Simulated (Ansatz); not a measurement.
# Se on Pt(100), bridge start, 2x2 cell: photoemission fingerprints, part 2 of 4

What would XPS and UPS show for Se on Pt(100), bridge start, 2x2 cell? Spin–orbit coupling is left out of the bands throughout.

Ansatz 0.2.0; DFT, PBE, plane-wave PAW, scalar-relativistic; PAW set soft_1.

So far, work function, upper face (eV): step 2 (the clean face) 5.67.

### 3. Relaxing the atoms

System of this step: Pt20Se. The cell holds 21 atoms: 1 Se and 20 Pt. Cell: a = 5.614 Å, b = 5.614 Å, c = 24.790 Å, α = 90.0°, β = 90.0°, γ = 90.0°. It derives from Pt. How the cell was made: adsorbate; added: Se; site: bridge; coverage 0.25 monolayer; cell: 2x2; on one face. Regions: ad, 1 atom (1 Se); L1, 4 atoms (4 Pt); L2, 4 atoms (4 Pt); L3, 4 atoms (4 Pt); rest, 8 atoms (8 Pt). Vacuum lies along c.

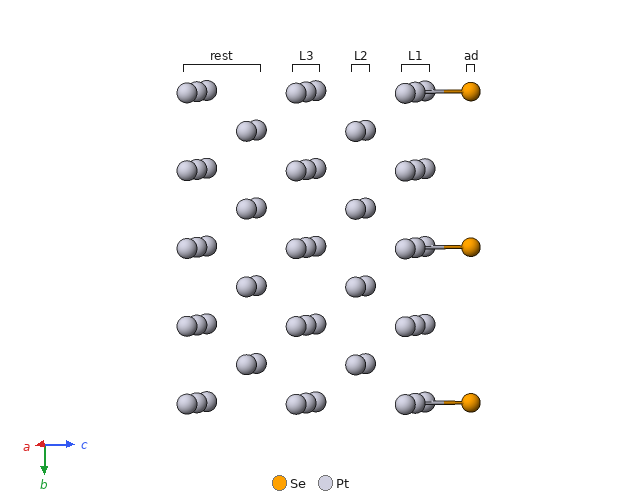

The cell of this step (selenium orange, platinum light grey). Bonds to atoms that aren't drawn are left out. 1×2×1 cells are drawn. Some periodic images of atoms are drawn too.

Levels and vacuum steps follow bond lengths, so the atoms are relaxed first. 12 atoms are held to stand for the bulk. A dipole correction cancels the field between unlike faces.

The input, input.yaml:

```yaml
crystal:
  lattice:
    - [5.6144278426, 0.0, 0.0]
    - [0.0, 5.6144278426, 0.0]
    - [0.0, 0.0, 24.79]
  atoms:
    - { symbol: Se, position: [0.252322328, 0.0, 0.697458653] }
    - { symbol: Pt, position: [0.0, 0.0, 0.622831787] }
    - { symbol: Pt, position: [0.5, 0.0, 0.622831787] }
    - { symbol: Pt, position: [0.0, 0.5, 0.622831787] }
    - { symbol: Pt, position: [0.5, 0.5, 0.622831787] }
    - { symbol: Pt, position: [0.25, 0.25, 0.542759177] }
    - { symbol: Pt, position: [0.75, 0.25, 0.542759177] }
    - { symbol: Pt, position: [0.25, 0.75, 0.542759177] }
    - { symbol: Pt, position: [0.75, 0.75, 0.542759177] }
    - { symbol: Pt, position: [0.0, 0.0, 0.462686567] }
    - { symbol: Pt, position: [0.5, 0.0, 0.462686567] }
    - { symbol: Pt, position: [0.0, 0.5, 0.462686567] }
    - { symbol: Pt, position: [0.5, 0.5, 0.462686567] }
    - { symbol: Pt, position: [0.25, 0.25, 0.382613957] }
    - { symbol: Pt, position: [0.75, 0.25, 0.382613957] }
    - { symbol: Pt, position: [0.25, 0.75, 0.382613957] }
    - { symbol: Pt, position: [0.75, 0.75, 0.382613957] }
    - { symbol: Pt, position: [0.0, 0.0, 0.302541347] }
    - { symbol: Pt, position: [0.5, 0.0, 0.302541347] }
    - { symbol: Pt, position: [0.0, 0.5, 0.302541347] }
    - { symbol: Pt, position: [0.5, 0.5, 0.302541347] }
kpoints:
  mp_grid: { grid: [6, 6, 1] }
scf:
  occupations: { method: fermi_dirac, width: 0.05 }
  n_extra_bands: 16
hamiltonian:
  xc: pbe
  pseudopotentials: { kind: paw, azcp: { folder: soft_1 } }
output:
  forces: true
  write_potential: true
  volumetric_format: []
efield:
  axis: 3
  dipole_correction: true
relax:
  f_tol: 0.03
  max_steps: 45
  constraints: [{ sites: [9, 10, 11, 12, 13, 14, 15, 16, 17, 18, 19, 20] }]
```

On the command line:

```sh
> ansatz run input.yaml --threads 8 --pin off --max-ram 40960MiB --backend cuda --events-out ev --progress --plain --runs-dir out
```

Numbers of over 12 decimals in the logs are rounded to 6 here.

What it wrote:

```text
[...]
Crystal: 21 atoms, lattice volume = 781.425 Å³
Basis set: ecut = 420 eV, 15319 PW (Γ), exchange–correlation on 80×80×360 points (8 copies of the dense FFT grid, shifted against one another)
Bands: 204, of which v1, the nominal top of the filled ones, is band 188 counted from 1 (187 counted from 0)
Symmetry: 2 space group operations
[...]
k-points: 16 of 36 (time reversal used)
[...]
SCF iter   1: F=—  HF=-255964.616512 eV  |F-HF|=—  |Δ(HF+E_count)|=         —  Δρ=5.74e-2  dr2=4.17e1  ethr=3.10e-3  p=0.000 e·Å  D=1.15e-6 V/Å  ΔV_dip=-0.00 eV  dr2_dipole=2.24e-1  V_vac-E_F(+/−)=4.69/4.69 eV  ⟨swp⟩=6.8  Hψ=12096  notcnv=0
[...]
SCF iter   2: F=—  HF=-255962.887007 eV  |F-HF|=—  |Δ(HF+E_count)|=    1.73e0  Δρ=4.44e-2  dr2=1.86e1  ethr=3.10e-3  p=0.122 e·Å  D=2.82e-2 V/Å  ΔV_dip=-0.70 eV  dr2_dipole=1.35e-3  V_vac-E_F(+/−)=4.97/5.67 eV  ⟨swp⟩=3.0  Hψ=8673  notcnv=0  defer=20
[...]
SCF iter  10: F=-255957.622527 eV  HF=-255957.622526 eV  |F-HF|=6.21e-7  |Δ(HF+E_count)|=   1.30e-6  Δρ=2.53e-5  dr2=6.06e-6  ethr=5.98e-9  p=0.118 e·Å  D=2.73e-2 V/Å  ΔV_dip=-0.68 eV  dr2_dipole=1.09e-7  V_vac-E_F(+/−)=5.01/5.68 eV  ⟨swp⟩=12.3  Hψ=34709  notcnv=0
SCF 1 converged in 10 iterations: F = -255957.622527 eV  dr2 = 6.06e-6
[...]
relax step   1: F+E_penalty+E_count = -255957.62252661 eV  Δ(F+E_penalty+E_count) = +0.000e0 eV  max|allowed force component| = 1.366e0 eV/Å  Δτ_max = 0.0000 Å  (10 SCF iters, dr2 threshold 2.25e-5 eV, accepted)
[...]
iter 1 solved again at ethr=3.61e-4 eV; its pass at ethr=3.10e-3 eV (dr2=1.36e0 eV) is discarded
SCF iter   1: F=—  HF=-255957.733215 eV  |F-HF|=—  |Δ(HF+E_count)|=         —  Δρ=7.83e-3  dr2=1.18e0  ethr=3.61e-4  p=0.118 e·Å  D=2.73e-2 V/Å  ΔV_dip=-0.68 eV  dr2_dipole=2.17e-1  V_vac-E_F(+/−)=5.00/5.67 eV  ⟨swp⟩=1.3  Hψ=10938  notcnv=0  defer=29
[...]
SCF 2 converged in 7 iterations: F = -255957.684088 eV  dr2 = 2.45e-5
[...]
relax step   2: F+E_penalty+E_count = -255957.68408804 eV  Δ(F+E_penalty+E_count) = -6.156e-2 eV  max|allowed force component| = 1.064e0 eV/Å  Δτ_max = 0.1390 Å  (7 SCF iters, dr2 threshold 1.00e-4 eV, accepted)
[...]
SCF 3 converged in 6 iterations: F = -255957.750512 eV  dr2 = 1.69e-5
relax step   3: F+E_penalty+E_count = -255957.75051232 eV  Δ(F+E_penalty+E_count) = -6.642e-2 eV  max|allowed force component| = 4.759e-2 eV/Å  Δτ_max = 0.0525 Å  (6 SCF iters, dr2 threshold 7.08e-5 eV, accepted)
[...]
relax step   4: F+E_penalty+E_count = -255957.75052626 eV  Δ(F+E_penalty+E_count) = -1.394e-5 eV  max|allowed force component| = 4.765e-2 eV/Å  Δτ_max = 0.0000 Å  (5 SCF iters, accepted)
[...]
SCF 5 converged in 7 iterations: F = -255957.750860 eV  dr2 = 2.92e-8
relax step   5: F+E_penalty+E_count = -255957.75086011 eV  Δ(F+E_penalty+E_count) = -3.339e-4 eV  max|allowed force component| = 5.162e-3 eV/Å  Δτ_max = 0.0064 Å  (7 SCF iters, accepted)
[...]
SCF converged after 7 iterations
[...]
--- Relaxed structure (5 steps of the walk, 5 accepted, 0 SCFs on fresh bases) ---
  F+E_penalty+E_count = -255957.75086011 eV   max|allowed force component| = 5.162e-3 eV/Å
  atoms:
    - { symbol: Se, position: [0.250018, 0.0, 0.698240] }
    - { symbol: Pt, position: [-0.013475, 0.0, 0.624583] }
    - { symbol: Pt, position: [0.513512, 0.0, 0.624584] }
    - { symbol: Pt, position: [-0.000803322, 0.5, 0.620227] }
    - { symbol: Pt, position: [0.500817, 0.5, 0.620232] }
    - { symbol: Pt, position: [0.250003, 0.248911, 0.541953] }
    - { symbol: Pt, position: [0.749999, 0.247347, 0.542763] }
    - { symbol: Pt, position: [0.250003, 0.751089, 0.541953] }
    - { symbol: Pt, position: [0.749999, 0.752653, 0.542763] }
    - { symbol: Pt, position: [0.0, 0.0, 0.462686567] }
    - { symbol: Pt, position: [0.5, 0.0, 0.462686567] }
    - { symbol: Pt, position: [0.0, 0.5, 0.462686567] }
    - { symbol: Pt, position: [0.5, 0.5, 0.462686567] }
    - { symbol: Pt, position: [0.25, 0.25, 0.382613957] }
    - { symbol: Pt, position: [0.750000, 0.25, 0.382613957] }
    - { symbol: Pt, position: [0.25, 0.750000, 0.382613957] }
    - { symbol: Pt, position: [0.750000, 0.750000, 0.382613957] }
    - { symbol: Pt, position: [0.0, 0.0, 0.302541347] }
    - { symbol: Pt, position: [0.5, 0.0, 0.302541347] }
    - { symbol: Pt, position: [0.0, 0.5, 0.302541347] }
    - { symbol: Pt, position: [0.5, 0.5, 0.302541347] }
```

Wall time 7.7 s (1 × NVIDIA GB200 with 8 threads of Arm Neoverse V2, shared host); peak memory 1.7 GiB; 27 s of CPU time.

The steps of the relaxation:

```
step  energy less that of the first step (eV)  largest force component (eV/Å)
   1                                   0.0000                          1.3660
   2                                  -0.0616                          1.0642
   3                                  -0.1280                          0.0476
   4                                  -0.1280                          0.0476
   5                                  -0.1283                          0.0052
```

The run keeps the 2 symmetry operations that it works with, so distortions that break them were not tested.

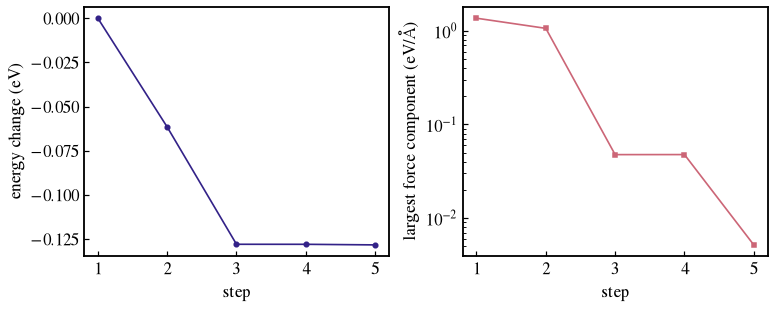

Energy and largest force along the relaxation.

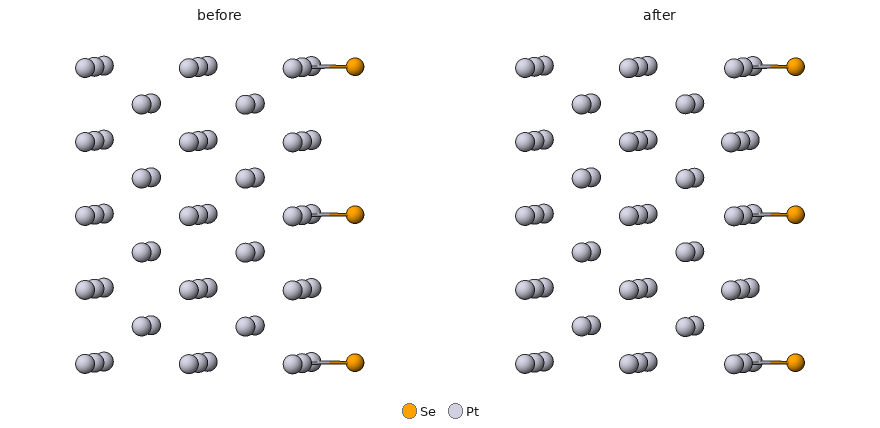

Before and after, at one scale. Bonds to atoms that aren't drawn are left out.

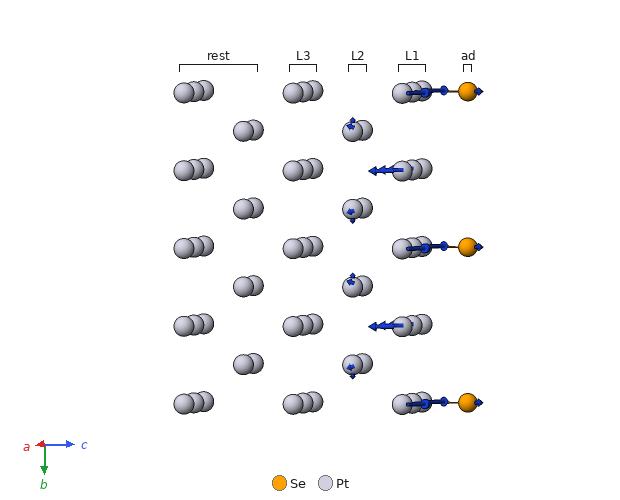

Displacements in the relaxation, exaggerated; the longest in the cell stands for 0.09 Å. Bonds to atoms that aren't drawn are left out. 1×2×1 cells are drawn. Some periodic images of atoms are drawn too.

The atoms that moved most (Å):

```
atom      dx      dy      dz  length
 Pt3   0.076   0.000   0.043   0.087
 Pt2  -0.076   0.000   0.043   0.087
 Pt4  -0.005   0.000  -0.065   0.065
 Pt5   0.005   0.000  -0.064   0.065
 Se1  -0.013   0.000   0.019   0.023
 Pt6   0.000  -0.006  -0.020   0.021
 Pt8   0.000   0.006  -0.020   0.021
 Pt7   0.000  -0.015   0.000   0.015
```

Numbers from this step:

```
free energy               : -255957.7509 eV
energy at zero smearing   : -255957.6001 eV
smearing term TS          : 0.3016 eV
Fermi energy              : 6.081 eV
symmetry operations       : 2
work function, upper face : 5.059 eV
work function, lower face : 5.686 eV
```

The relaxation ends 6.1 meV an atom lower, with a largest force component of 0.0052 eV/Å on the free atoms. Between step 2 and this run (21 atoms) the value for the work function, upper face moves from 5.67 eV to 5.06 eV (-11 %).

### 4. Bands by layer

This is the main run. States are solved along the surface zone's path and weighed by where they lie along the normal, since photoemission sees the top layers. The cell holds 4 small cells, so the bands are unfolded.

The input, input.yaml:

```yaml
crystal:
  lattice:
    - [5.6144278426, 0.0, 0.0]
    - [0.0, 5.6144278426, 0.0]
    - [0.0, 0.0, 24.79]
  atoms:
    - { symbol: Se, position: [0.2500183008, 0.0, 0.6982404824] }
    - { symbol: Pt, position: [-0.0134754644, 0.0, 0.6245834998] }
    - { symbol: Pt, position: [0.5135118664, 0.0, 0.6245844934] }
    - { symbol: Pt, position: [-0.0008033222, 0.5, 0.6202269547] }
    - { symbol: Pt, position: [0.5008167928, 0.5, 0.620231731] }
    - { symbol: Pt, position: [0.2500031805, 0.2489109782, 0.5419528516] }
    - { symbol: Pt, position: [0.7499986743, 0.2473469207, 0.5427633584] }
    - { symbol: Pt, position: [0.2500031805, 0.7510890218, 0.5419528516] }
    - { symbol: Pt, position: [0.7499986743, 0.7526530793, 0.5427633584] }
    - { symbol: Pt, position: [0.0, 0.0, 0.462686567] }
    - { symbol: Pt, position: [0.5, 0.0, 0.462686567] }
    - { symbol: Pt, position: [0.0, 0.5, 0.462686567] }
    - { symbol: Pt, position: [0.5, 0.5, 0.462686567] }
    - { symbol: Pt, position: [0.25, 0.25, 0.382613957] }
    - { symbol: Pt, position: [0.75, 0.25, 0.382613957] }
    - { symbol: Pt, position: [0.25, 0.75, 0.382613957] }
    - { symbol: Pt, position: [0.75, 0.75, 0.382613957] }
    - { symbol: Pt, position: [0.0, 0.0, 0.302541347] }
    - { symbol: Pt, position: [0.5, 0.0, 0.302541347] }
    - { symbol: Pt, position: [0.0, 0.5, 0.302541347] }
    - { symbol: Pt, position: [0.5, 0.5, 0.302541347] }
kpoints:
  mp_grid: { grid: [8, 8, 1] }
scf:
  occupations: { method: fermi_dirac, width: 0.05 }
  n_extra_bands: 22
hamiltonian:
  xc: pbe
  pseudopotentials: { kind: paw, azcp: { folder: soft_1 } }
output:
  forces: true
  write_potential: true
  volumetric_format: []
  dos:
    projected:
      site_lists:
        adsorbate: [0]
        layer_1: [1, 2, 3, 4]
        layer_2: [5, 6, 7, 8]
        layer_3: [9, 10, 11, 12]
        other_layers: [13, 14, 15, 16, 17, 18, 19, 20]
    de: 0.05
    e_range: [-30, 12]
    method: { smearing: { sigma: 0.15, scheme: gaussian } }
  eigenstates:
    kpoints:
      - [0.0, 0.0, 0.0]
      - [-0.07142857, -0.07142857, 0.0]
      - [-0.14285714, -0.14285714, 0.0]
      - [-0.21428571, -0.21428571, 0.0]
      - [-0.28571429, -0.28571429, 0.0]
      - [-0.35714286, -0.35714286, 0.0]
      # [... 24 more points ...]
      - [0.0, -0.2, 0.0]
      - [0.0, -0.1, 0.0]
    e_range: [-8.0, 4.0]
    unfold:
      supercell_matrix: [[2, 0, 0], [0, 2, 0], [0, 0, 1]]
      layers:
        axis: 3
        edges: [0.141186, 0.417204, 0.417304, 0.581396, 0.581496, 0.859594]
efield:
  axis: 3
  dipole_correction: true
```

What it wrote:

```text
Warning: at least one further symmetry operation maps every atom of the structure, as the run holds it, onto an atom to within 2.98e-5 (fractional), and is not used: no operation is sought that the atoms, as the run holds them, miss by more than 2.00e-5, twice crystal.symmetry.tolerance (1.0e-5). The run uses 2 unitary operations. The run imposes no operation that its atoms and lattice do not hold. Figures that only  [...]
[...]
concurrent solve slots: 7 of 8 are kept, ahead of what memory takes: no pass of the eigensolver takes more rounds on 7
[...]
Crystal: 21 atoms, lattice volume = 781.425 Å³
Basis set: ecut = 420 eV, 15319 PW (Γ), exchange–correlation on 80×80×360 points (8 copies of the dense FFT grid, shifted against one another)
Bands: 210, of which v1, the nominal top of the filled ones, is band 188 counted from 1 (187 counted from 0)
Symmetry: 2 space group operations
[...]
k-points: 25 of 64 (time reversal used)
[...]
SCF iter   1: F=—  HF=-255964.756948 eV  |F-HF|=—  |Δ(HF+E_count)|=         —  Δρ=5.81e-2  dr2=4.40e1  ethr=3.10e-3  p=-0.000 e·Å  D=-1.75e-7 V/Å  ΔV_dip=0.00 eV  dr2_dipole=2.62e-1  V_vac-E_F(+/−)=4.70/4.70 eV  ⟨swp⟩=6.8  Hψ=19374  notcnv=0  defer=17
[...]
SCF iter   3: F=—  HF=-255957.932611 eV  |F-HF|=—  |Δ(HF+E_count)|=    4.47e0  Δρ=1.11e-2  dr2=2.81e0  ethr=3.10e-3  p=0.108 e·Å  D=2.51e-2 V/Å  ΔV_dip=-0.62 eV  dr2_dipole=2.21e-4  V_vac-E_F(+/−)=5.00/5.62 eV  ⟨swp⟩=2.0  Hψ=10561  notcnv=0  defer=162
[...]
SCF 1 converged in 13 iterations: F = -255957.653588 eV  dr2 = 7.02e-8
[...]
SCF converged after 13 iterations
[...]
```

The job ended after 7.8 s (1 × NVIDIA GB200 with 8 threads; peak memory 4.4 GiB; 36 s of CPU time).

Numbers from this step:

| Item | Value |
| --- | --- |
| free energy | -255957.6536 eV |
| energy at zero smearing | -255957.4864 eV |
| smearing term TS | 0.3345 eV |
| Fermi energy | 6.080 eV |
| share of occupied states in no projected shell | 0.0132 of the occupied states in the window |
| DOS at the Fermi level | 40.05 states/eV/cell |
| work function, upper face | 5.056 eV |
| work function, lower face | 5.682 eV |

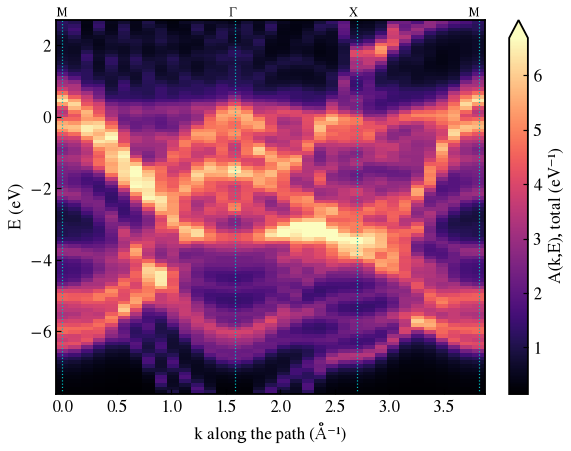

A(k,E), total over k along the path and E. Zero: Fermi level.

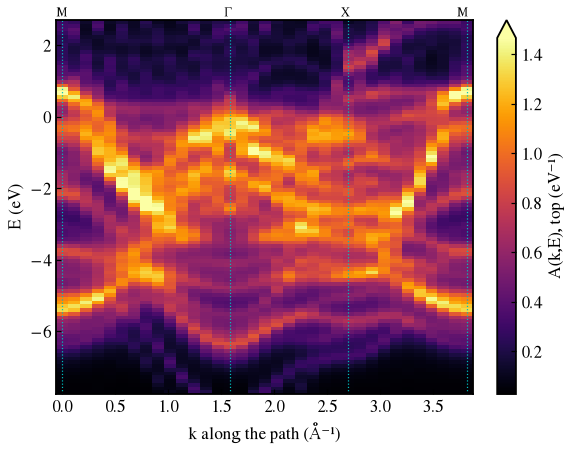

A(k,E), top over k along the path and E. Zero: Fermi level.

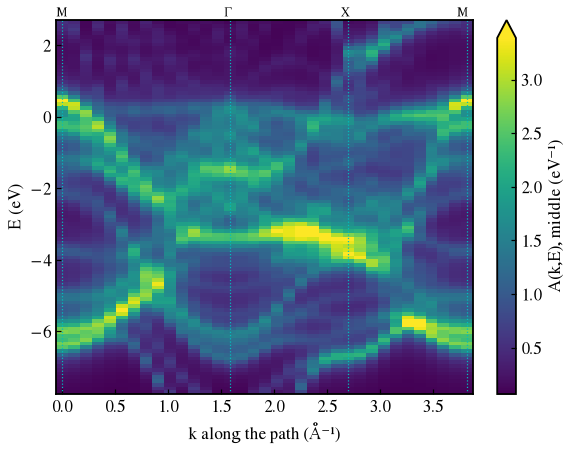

A(k,E), middle over k along the path and E. Zero: Fermi level.

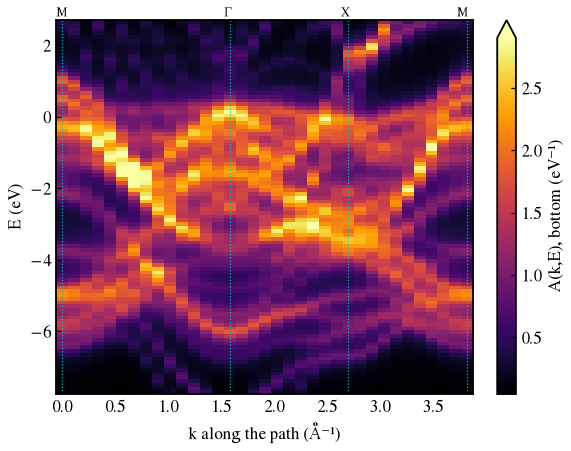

A(k,E), bottom over k along the path and E. Zero: Fermi level.

Peaks of A(k,E) at the labelled points: for each region the eleven nearest the zero at most, each over 6 % of that point's highest, less those above the energy where the solved bands run out; weight and spread sum the levels within three half widths or 0.3 eV, so near peaks share levels. Peaks of the spectral function, the first 40 of 124 rows:

```
point  weight on  E (eV)  A (1/eV)  weight near the peak  rms spread of levels (eV)
    M      total   -6.38     4.156                 3.957                      0.209
    M      total   -5.96     4.734                 5.962                      0.354
    M      total   -5.04     4.559                 4.045                      0.236
    M      total   -3.76     2.979                 2.067                      0.183
    M      total   -3.08      1.08                  0.71                      0.352
    M      total   -2.14     3.016                 2.643                      0.265
    M      total   -1.16     3.146                 3.014                      0.327
    M      total   -0.26     5.773                 4.777                      0.211
    M      total    0.46     6.366                 5.541                       0.28
    M        top   -5.36     1.356                 1.214                      0.218
    M        top   -4.42      0.55                 0.502                      0.363
    M        top   -3.76     0.885                 0.668                      0.209
    M        top   -3.08     0.375                 0.286                      0.362
    M        top   -2.12     0.904                 0.873                      0.277
    M        top   -1.18     0.498                 0.594                      0.375
    M        top   -0.32         1                 0.963                      0.252
    M        top    0.68     1.611                 1.106                      0.128
    M        top       2     0.258                  0.23                      0.281
    M        top    2.48     0.328                 0.393                      0.328
    M     middle   -6.38      2.73                 2.698                      0.206
    M     middle      -6     2.799                 3.106                      0.251
    M     middle   -5.06     1.363                 1.033                      0.246
    M     middle   -3.76      1.02                 0.691                      0.171
    M     middle   -3.08     0.364                 0.232                      0.332
    M     middle   -2.12     0.936                  0.86                      0.283
    M     middle   -1.16     1.376                 1.221                      0.298
    M     middle   -0.22     2.414                 1.733                      0.181
    M     middle    0.44     3.429                  2.54                      0.225
    M     bottom   -6.38     1.012                 0.908                      0.211
    M     bottom   -5.78     1.578                 1.352                      0.247
    M     bottom   -4.98     2.225                 1.818                      0.166
    M     bottom   -3.76     1.073                 0.707                      0.168
    M     bottom   -2.14     1.178                 0.928                      0.228
    M     bottom   -1.16     1.271                 1.182                      0.309
    M     bottom   -0.26     2.394                 2.079                      0.208
    M     bottom     0.5     2.029                  2.14                      0.327
    M     bottom    1.02     1.905                 2.008                      0.269
    Γ      total   -6.04     3.892                 3.947                      0.303
    Γ      total   -5.52     2.353                  3.29                      0.303
    Γ      total   -4.78     2.065                 1.501                      0.281
```

The DOS has structure finer than the step of the table below, so its rows give means over 1 eV, whole bins alone (the curve runs from -15.3 to 4.03 eV). Peaks (eV: height): total -13.4: 6.67, -3.3: 46.9, -0.1: 40.3; Pt 5d -3.3: 43.0, -0.1: 37.1; Pt 6s -6.7: 4.64, -6.1: 5.28, 2.2: 3.12, 3.9: 3.27; Se 4p -4.5: 1.66, -3.1: 0.945, 0.0: 1.27; Pt 6p* -3.3: 0.902, 2.7: 2.69, 3.2: 2.81, 3.8: 3.17.

* holds the states left over by the projection beside any projected weight of its own. The DOS by E, zero at the Fermi level; means over each step; values in states/eV/cell:

```
E (eV)    total   Pt 5d    Pt 6s    Se 4p   Pt 6p*    Se 4s
   -14    0.185  0.0125   0.0161  0.00152   5.2e-4    0.154
   -13     1.82   0.122    0.156   0.0147  0.00529     1.51
   -12        0       0        0        0        0        0
   -11        0       0        0        0        0        0
   -10  0.00920       0  0.00905   9.1e-6   5.6e-5   6.1e-5
    -9    0.929  0.0122    0.902  0.00116  0.00876  0.00472
    -8     2.01   0.135     1.82  0.00864   0.0316   0.0137
    -7     5.87    2.37     3.36   0.0446   0.0741   0.0246
    -6     20.9    15.8     4.51    0.280    0.183   0.0652
    -5     25.3    22.3     2.04    0.624    0.322   0.0453
    -4     30.2    27.6     1.18    0.896    0.517   0.0345
    -3     35.7    32.6     1.54    0.801    0.718   0.0172
    -2     32.1    29.7     1.23    0.568    0.598  0.00985
    -1     32.6    30.3     1.29    0.461    0.524  0.00506
     0     31.0    28.1     1.51    0.994    0.413  0.00353
     1     7.61    4.18     2.14    0.499    0.778  0.01000
     2     6.23    2.01     2.56    0.224     1.42   0.0149
     3     6.36    1.28     2.51    0.155     2.41   0.0159
```

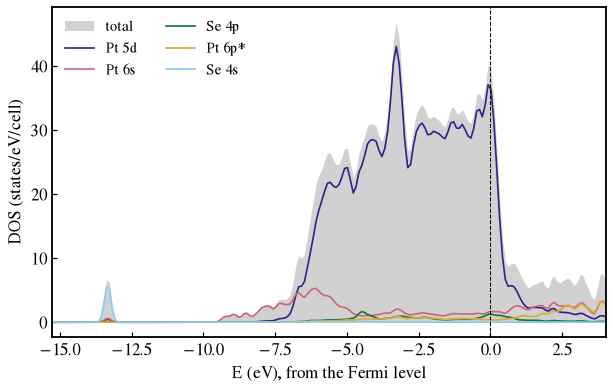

DOS, plotted against E.

(Continued in part 3 of 4.)

[Logs are printed without paths, hosts, clocks, repeated set-up lines and the standing remarks that a program may print on its own settings, such as how far it seeks lower states.]

[Hosts, paths, dates, database ids (printed as entryN), source tags and the programs' standing remarks are cut or masked in the printed files.]

[Maps of the electrostatic potential energy from Ansatz leave out the sawtooth potential of an applied field or a dipole correction, so their vacuum need not be flat; work functions include it.]
